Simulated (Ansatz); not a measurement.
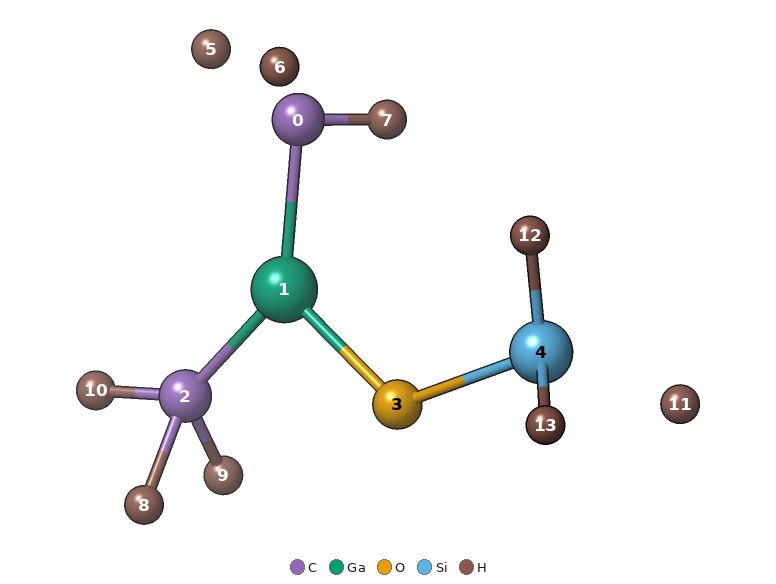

Starting geometry of the run. Atoms are numbered from 0, in the order of the input.

The calculation was set up as follows.

```yaml
crystal:
  periodic: [false, false, false]
  atoms:
    - {symbol: C, position_ang: [-1.121738, 1.520970, 0.537119]}
    - {symbol: Ga, position_ang: [0.103214, 0.206824, 0.679800]}
    - {symbol: C, position_ang: [1.210506, -0.391869, 1.856599]}
    - {symbol: O, position_ang: [0.423722, -1.040919, -0.596981]}
    - {symbol: Si, position_ang: [-0.462226, -0.966263, -2.354889]}
    - {symbol: H, position_ang: [-1.364123, 2.204846, 1.781553]}
    - {symbol: H, position_ang: [-0.881665, 2.576614, -0.378522]}
    - {symbol: H, position_ang: [-1.842116, 0.874902, 0.300181]}
    - {symbol: H, position_ang: [2.428334, -0.810363, 1.666569]}
    - {symbol: H, position_ang: [1.248222, -1.520531, 2.175483]}
    - {symbol: H, position_ang: [1.555044, -0.072935, 2.834535]}
    - {symbol: H, position_ang: [-1.369381, -2.545594, -2.435491]}
    - {symbol: H, position_ang: [-1.032894, 0.199743, -2.614514]}
    - {symbol: H, position_ang: [0.556910, -0.969839, -3.562844]}
basis:
  gaussian: {orbitals: "6-31G*", point_charges: [{charge: 0.50, position_ang: [7.196, -0.125, 0.164]}]}
hamiltonian: {xc: {name: HF}}
correlation: {method: mp2}
scf: {lower_state_search: light}
```

It was started with:

```sh
ansatz run in.yaml --threads 2 --pin off --events-out ev --progress --plain --max-ram 22528MiB --backend cpu
```

What the program printed:

```
Functional definition: HF
  name "HF"
  cite "Fock, Z. Phys. 61, 126 (1930) doi:10.1007/BF01340294"
  parent pbe
  exchange = exact_x
  correlation = 0
1174 factors; integrals over basis functions are off by at most 7.5e-4 eV
mean field evaluation 1: about -64416.3491 eV, gradient 4.9e1 eV
mean field evaluation 2: about -64416.4226 eV, gradient 4.9e1 eV
mean field evaluation 4: about -64422.1605 eV, gradient 5.5e0 eV
mean field evaluation 8: about -64422.2667 eV, gradient 3.3e-1 eV
mean field -64422.26746886 eV, -2367.4746624995 hartree, gradient 3.4e-6 eV, S^2 0.000000; 0 other end points of the search recorded, 0 dependent functions left out
17 core orbitals not correlated: weight in the atoms' cores, before any rotation towards them, 1.000 or more for the frozen orbitals, at most 0.000 for the correlated occupied ones
reference -64422.26746886 eV, -2367.4746624995 hartree; 20, 20 occupied and 80, 80 virtual orbitals, 1174 factors
second order -22.09267316 eV of doubles, -0.00000000 eV of singles
Total energy: -64444.36014203 eV, -2368.2865532634 hartree
```

The calculation finished and met its thresholds.
